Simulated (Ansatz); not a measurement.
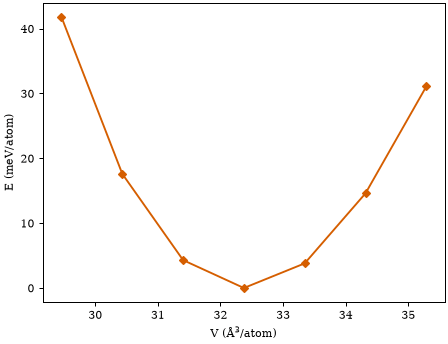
Fig. 1. SnTe (rock salt, Fm-3m) under volume change, the program Ansatz at the r²SCAN level (PAW), scaled uniformly.

Task: What does a third-order Birch–Murnaghan fit give for V₀, B₀ and B′?

Result: V₀ = 32.37 Å³/atom, B₀ = 43.8 GPa, B′ = 4.1.

The cell was relaxed with r²SCAN under the symmetry of its start. Spin–orbit coupling is left out wherever it is not named.

Potentials: the later of the program's two PAW sets.
